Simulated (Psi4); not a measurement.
# SCAN/jun-cc-pVDZ (sweep point 2) run of AlH3O (AlH2(OH))

Aim: the vertical singlet–triplet gap of AlH3O (AlH2(OH)) at SCAN/jun-cc-pVDZ (sweep point 2), from 2 runs. Input form: a Python script.

The calculation is run with Psi4 1.11.

## 1. Starting point

The species is AlH3O (5 atoms), meant as a singlet with charge 0. As SMILES, `[H][Al]([H])[OH]`. Geometry: a GFN2-xTB relaxation, a rough one for these elements and not checked as a minimum.

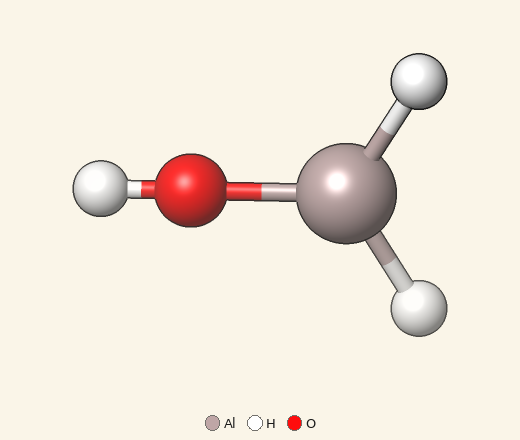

The structure, seen from a chosen angle (aluminium light grey, hydrogen white, oxygen red).

## 2. The energy at SCAN/jun-cc-pVDZ (sweep point 2)

run.py

```python
import psi4

psi4.set_memory(1600000000)
psi4.set_num_threads(1)
psi4.core.set_output_file('run.log', False)

geom = psi4.geometry("""
Al     0.51357087     0.85249325    -0.20649037
H      3.39957950     0.78845043    -0.41834757
H     -0.90899606     3.34294441    -0.58923550
O     -1.04964838    -1.73860473     0.42832532
H     -1.95450594    -3.24528337     0.78574812
units au
symmetry c1
""")

options = {'basis': 'jun-cc-pVDZ', 'puream': True, 'scf_type': 'pk', 'dft_radial_points': 99, 'dft_spherical_points': 590}
psi4.set_options(options)

e = psi4.energy('scan')
print(f'scan energy: {e:.10f} Eh')
```

Run with:

```
$ python run.py
```

run.log:

```text
[...]
  Running in c1 symmetry.
[...]
  Nuclear repulsion =   53.319648531384388
[...]
  Multiplicity = 1
[...]
  Nalpha       = 12
  Nbeta        = 12
[...]
    Number of basis functions: 55
[...]
   @RKS iter   1:  -319.18056926852319   -2.59083e-01   1.52609e-02 ADIIS/DIIS
[...]
   @RKS iter   8:  -319.45922495057243   -1.24984e-08   2.10527e-07 DIIS
[...]
    Orbital Energies [Eh]
    ---------------------
    Doubly Occupied:
       1A    -55.760769     2A    -18.951146     3A     -4.081016
       4A     -2.621959     5A     -2.616213     6A     -2.612493
       7A     -0.948428     8A     -0.510348     9A     -0.347484
      10A     -0.310259    11A     -0.302992    12A     -0.254654
[...]
  @RKS Final Energy:  -319.45922495057243
   => Energetics <=
    Nuclear Repulsion Energy =             53.3196485313843880
    One-Electron Energy =                -548.6917371615578531
    Two-Electron Energy =                 204.3275793028659280
    DFT Exchange-Correlation Energy =     -28.4147156232649003
    Empirical Dispersion Energy =           0.0000000000000000
    VV10 Nonlocal Energy =                  0.0000000000000000
    Total Energy =                       -319.4592249505724340
[...]
 Multipole Moments:
 ------------------------------------------------------------------------------------
     Multipole            Electronic (a.u.)      Nuclear  (a.u.)        Total (a.u.)
 ------------------------------------------------------------------------------------
 L = 1.  Multiply by 2.5417464519 to convert [e a0] to [Debye]
 Dipole X            :         -0.2889474            0.0632259           -0.2257215
 Dipole Y            :         -0.4788724            0.1018853           -0.3769871
 Dipole Z            :          0.1185360           -0.0305793            0.0879567
 Magnitude           :                                                    0.4481137
[...]
```

On the terminal:

```text
scan energy: -319.4592249506 Eh
```

It took 9.9 s on 1 thread of Intel Xeon Platinum 8488C (Sapphire Rapids), shared host; peak memory 1.4 GiB.

## 3. The triplet

run.py

```python
import psi4

psi4.set_memory('1600 MB')
psi4.set_num_threads(1)
psi4.set_output_file('run.log', False)

m = psi4.geometry("""
0 3
Al     0.51357087     0.85249325    -0.20649037
H      3.39957950     0.78845043    -0.41834757
H     -0.90899606     3.34294441    -0.58923550
O     -1.04964838    -1.73860473     0.42832532
H     -1.95450594    -3.24528337     0.78574812
units au
symmetry c1
""")

psi4.set_options({
    'reference': 'uks',
    'puream': True,
    'scf_type': 'pk',
    'dft_radial_points': 99,
    'dft_spherical_points': 590,
    'maxiter': 150,
})

energy_value, wavefunction = psi4.energy('scan/jun-cc-pVDZ', return_wfn=True)
print('E =', round(energy_value, 9))
```

Run with:

```
$ python run.py
```

run.log:

```text
[...]
  Running in c1 symmetry.
[...]
  Nuclear repulsion =   53.319648531384388
[...]
  Multiplicity = 3
[...]
  Nalpha       = 13
  Nbeta        = 11
[...]
    Number of basis functions: 55
[...]
   @UKS iter   1:  -318.98173640543354   -6.02501e-02   1.54486e-02 DIIS/ADIIS
[...]
   @UKS iter  11:  -319.27855025693930   -5.21494e-08   3.53353e-07 DIIS
[...]
   @S^2 Observed:                2.006888490E+00
[...]
    Orbital Energies [Eh]
    ---------------------
    Alpha Occupied:
       1A    -55.766738     2A    -19.004791     3A     -4.090144
       4A     -2.626682     5A     -2.626469     6A     -2.626141
       7A     -0.998452     8A     -0.549656     9A     -0.420222
      10A     -0.377720    11A     -0.340943    12A     -0.335132
      13A     -0.101730
    Alpha Virtual:
      14A     -0.041490    15A      0.007544    16A      0.016392
      17A      0.025482    18A      0.039723    19A      0.051022
      20A      0.076625    21A      0.111578    22A      0.146009
      23A      0.164808    24A      0.202252    25A      0.216117
[...]
  @UKS Final Energy:  -319.27855025693930
   => Energetics <=
    Nuclear Repulsion Energy =             53.3196485313843880
    One-Electron Energy =                -547.9261460596260349
    Two-Electron Energy =                 203.6374932109057170
    DFT Exchange-Correlation Energy =     -28.3095459396033746
    Empirical Dispersion Energy =           0.0000000000000000
    VV10 Nonlocal Energy =                  0.0000000000000000
    Total Energy =                       -319.2785502569392975
[...]
 Multipole Moments:
 ------------------------------------------------------------------------------------
     Multipole            Electronic (a.u.)      Nuclear  (a.u.)        Total (a.u.)
 ------------------------------------------------------------------------------------
 L = 1.  Multiply by 2.5417464519 to convert [e a0] to [Debye]
 Dipole X            :         -0.4128905            0.0632259           -0.3496646
 Dipole Y            :         -0.6854880            0.1018853           -0.5836027
 Dipole Z            :          0.1687315           -0.0305793            0.1381522
 Magnitude           :                                                    0.6942215
[...]
```

On the terminal:

```text
E = -319.278550257
```

Run time: 18 s. Hardware: 1 thread of Intel Xeon Platinum 8488C (Sapphire Rapids), shared host; peak memory 1.4 GiB.

## 4. Outcome

Level: SCAN/jun-cc-pVDZ (sweep point 2).

| quantity | value |
| --- | --- |
| singlet: total energy | -319.45922 Eh |
| singlet: dipole moment | 1.14 D |
| singlet: HOMO energy | -6.93 eV |
| singlet: LUMO energy | -1.26 eV |
| singlet: HOMO–LUMO gap | 5.67 eV |
| triplet: total energy | -319.27855 Eh |
| triplet: dipole moment | 1.76 D |
| triplet: HOMO energy (highest over α and β) | -2.77 eV |
| triplet: ⟨S²⟩ | 2.007 |
| vertical energy of the triplet above the singlet | 4.916 eV |

In words: At this shape the triplet lies 4.92 eV (474 kJ/mol) above the singlet.
